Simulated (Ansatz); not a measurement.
**B3LYP/6-31G(d) (spherical functions) run of C3H5Ga (SMILES C#[C][GaH][CH3])**

Aim: the energy change on altering one bond length of C3H5Ga at B3LYP/6-31G* (spherical functions), from 2 runs. 

The calculation is run with Ansatz 0.2.0.

64 further runs of the same task are left out: 64 set aside as unsound or not needed.

**1. The structure to begin with**

The species is C3H5Ga (9 atoms), meant as a singlet with charge 0. As SMILES, `C#[C][GaH][CH3]`. The coordinates come from a PBE0-D4/def2-TZVP relaxation.

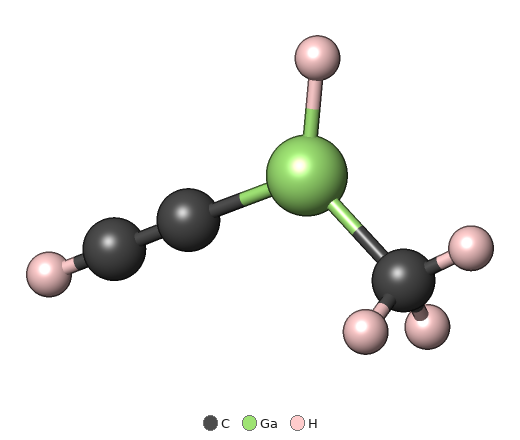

The structure, seen from a chosen angle (carbon dark grey, gallium green, hydrogen pink).

**2. The energy at B3LYP/6-31G(d) (spherical functions)**

in.yaml

```yaml
crystal:
  periodic: [false, false, false]
  atoms:
    - symbol: C
      position_ang: [1.498700, 0.816800, -2.138700]
    - symbol: C
      position_ang: [0.950000, 0.745200, -1.062800]
    - symbol: Ga
      position_ang: [0.068800, 0.611200, 0.643700]
    - symbol: C
      position_ang: [-1.036100, -0.972500, 0.966400]
    - symbol: H
      position_ang: [1.983700, 0.883100, -3.086100]
    - symbol: H
      position_ang: [0.292600, 1.783100, 1.655500]
    - symbol: H
      position_ang: [-0.451400, -1.877200, 0.782100]
    - symbol: H
      position_ang: [-1.435200, -1.006300, 1.980000]
    - symbol: H
      position_ang: [-1.871000, -0.983500, 0.260000]
basis:
  gaussian:
    orbitals: 6-31G_st_-spherical.json
hamiltonian:
  xc: {name: B3LYP}
accuracy: high
output:
  orbitals: {seedname: orbitals}
```

The basis set 6-31G* is read from a file made from the Basis Set Exchange's data (not shown).

On the command line:

```
ansatz run in.yaml --threads 1 --pin off --max-ram 3480MiB --events-out events.jsonl --progress --plain --runs-dir runs
```

Log:

```text
Warning: RAYON_NUM_THREADS=1 ignored (pool sized by the plan → 1); use --threads N
Functional definition: B3LYP
  name "B3LYP"
  parameter a0 = 0.2
  parameter ax = 0.72
  parameter ac = 0.81
  exchange = (1 - a0 - ax)*slater_x + ax*b88_x + a0*exact_x
  correlation = (1 - ac)*vwn_rpa_c + ac*lyp_c
1868 factors; integrals over basis functions are off by at most 1.6e-8 eV
mean field evaluation 1: about -55553.4579 eV, gradient 6.1e1 eV
mean field evaluation 2: about -55547.3275 eV, gradient 7.7e1 eV
mean field evaluation 4: about -55562.1306 eV, gradient 3.9e0 eV
mean field evaluation 8: about -55562.3003 eV, gradient 1.7e-1 eV
mean field evaluation 16: about -55562.3004 eV, gradient 1.4e-5 eV
mean field -55562.30039202 eV, -2041.8768779270 hartree, gradient 3.9e-8 eV, S^2 0.000000; 0 other end points of the search recorded, 0 dependent functions left out
reference -55562.30043561 eV, -2041.8768795289 hartree; 27, 27 occupied and 57, 57 virtual orbitals, 1868 factors
Total energy: -55562.30043561 eV, -2041.8768795289 hartree
```

Wall time 5.7 s (1 thread of Intel Xeon Platinum 8488C (Sapphire Rapids), shared host); peak memory 0.3 GiB.

**3. The distorted shape at the same level**

in.yaml

```yaml
crystal:
  periodic: [false, false, false]
  atoms:
    - {symbol: C, position_ang: [0.797045, 1.902464, -1.917535]}
    - {symbol: C, position_ang: [0.248345, 1.830864, -0.841635]}
    - {symbol: Ga, position_ang: [-0.632855, 1.696864, 0.864865]}
    - {symbol: C, position_ang: [-1.737755, 0.113164, 1.187565]}
    - {symbol: H, position_ang: [1.282045, 1.968764, -2.864935]}
    - {symbol: H, position_ang: [-0.409055, 2.868764, 1.876665]}
    - {symbol: H, position_ang: [-0.451400, -1.877200, 0.782100]}
    - {symbol: H, position_ang: [-2.136855, 0.079364, 2.201165]}
    - {symbol: H, position_ang: [-2.572655, 0.102164, 0.481165]}
basis:
  gaussian:
    orbitals: 6-31G_st_-spherical.json
hamiltonian:
  xc: {name: B3LYP}
accuracy: high
output:
  orbitals: {seedname: orbitals}
```

The basis set 6-31G* is read from a file made from the Basis Set Exchange's data (not shown).

On the command line:

```
ansatz run in.yaml --threads 1 --pin off --max-ram 3480MiB --events-out events.jsonl --progress --plain --runs-dir runs
```

Log (excerpt; [...] marks lines left out):

```text
Warning: RAYON_NUM_THREADS=1 ignored (pool sized by the plan → 1); use --threads N
[... 7 set-up lines as earlier in the session ...]
1872 factors; integrals over basis functions are off by at most 1.6e-8 eV
mean field evaluation 1: about -55544.0494 eV, gradient 6.7e1 eV
mean field evaluation 2: about -55527.2448 eV, gradient 9.1e1 eV
mean field evaluation 4: about -55556.1362 eV, gradient 1.8e1 eV
mean field evaluation 8: about -55557.5672 eV, gradient 9.6e-1 eV
mean field evaluation 16: about -55557.5698 eV, gradient 1.3e-4 eV
mean field -55557.56984759 eV, -2041.7030336257 hartree, gradient 3.0e-8 eV, S^2 0.000000; 0 other end points of the search recorded, 0 dependent functions left out
reference -55557.56989252 eV, -2041.7030352766 hartree; 27, 27 occupied and 57, 57 virtual orbitals, 1872 factors
Total energy: -55557.56989252 eV, -2041.7030352766 hartree
```

It took 6 s on 1 thread of Intel Xeon Platinum 8488C (Sapphire Rapids), shared host; peak memory 0.3 GiB.

**4. Outcome**

At B3LYP/6-31G* (spherical functions):

| quantity | value |
| --- | --- |
| first shape: total energy | -2041.87688 Eh |
| first shape: HOMO energy | -7.19 eV |
| first shape: LUMO energy | -1.68 eV |
| first shape: HOMO–LUMO gap | 5.51 eV |
| distorted shape: total energy | -2041.70304 Eh |
| distorted shape: HOMO energy | -6.99 eV |
| distorted shape: LUMO energy | -3.49 eV |
| distorted shape: HOMO–LUMO gap | 3.50 eV |
| energy change with the C4–H7 bond stretched from 1.093 to 2.404 Å | 4.731 eV |

In words: One bond (distorted shape) is far stretched, which a spin-restricted single reference describes badly; a broken-symmetry solution may lie lower. With the C4–H7 bond stretched from 1.093 to 2.404 Å the energy rises by 4.73 eV (456 kJ/mol). The first shape isn't relaxed at this level, so the change isn't measured from a minimum. A restricted reference can't describe the breaking bond well at this length.
